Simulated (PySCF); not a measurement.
```yaml
atoms:
  - { symbol: F, position_ang: [3.2935, 0.9501, -0.1763] }
  - { symbol: Si, position_ang: [2.5155, -0.4704, -0.1065] }
  - { symbol: Si, position_ang: [0.4048, 0.0964, 0.5632] }
  - { symbol: F, position_ang: [0.3609, -0.0688, 2.1870] }
  - { symbol: O, position_ang: [-0.5691, -1.1600, 0.0482] }
  - { symbol: Si, position_ang: [-2.0986, -0.7149, -0.4014] }
  - { symbol: Si, position_ang: [-1.4053, 1.4969, -0.0313] }
  - { symbol: H, position_ang: [2.6484, -0.9785, -1.4714] }
  - { symbol: H, position_ang: [3.3737, -1.2678, 0.7705] }
  - { symbol: H, position_ang: [-2.2680, -1.2408, -1.7540] }
  - { symbol: H, position_ang: [-3.0247, -1.3586, 0.5267] }
  - { symbol: H, position_ang: [-1.1997, 2.3925, -1.1809] }
  - { symbol: H, position_ang: [-2.0358, 2.3242, 1.0083] }
```

Geometry: GFN2-xTB.

Method: CAM-B3LYP/def2-SVPD, SCF density, gas phase in PySCF.

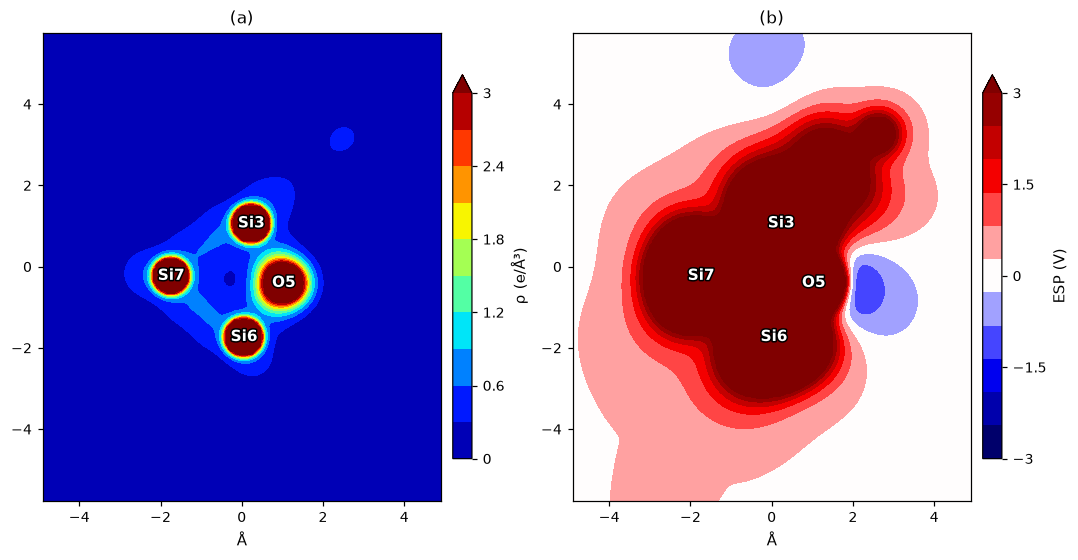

F$_{2}$H$_{6}$OSi$_{4}$. (a) total electron density; (b) molecular electrostatic potential on the plane of atoms Si3, O5 and Si6.

Question: Describe what can be read from this map.

Answer: The plane passes through Si and O nuclei.
Si–O (1.66 Å): ρ at the midpoint is about 1.1 e/Å³.
Si–Si (2.35 Å): ρ is about 0.63 e/Å³ halfway.
Outside the dense part of the molecule the potential is most negative (−1.3 V) near O5.
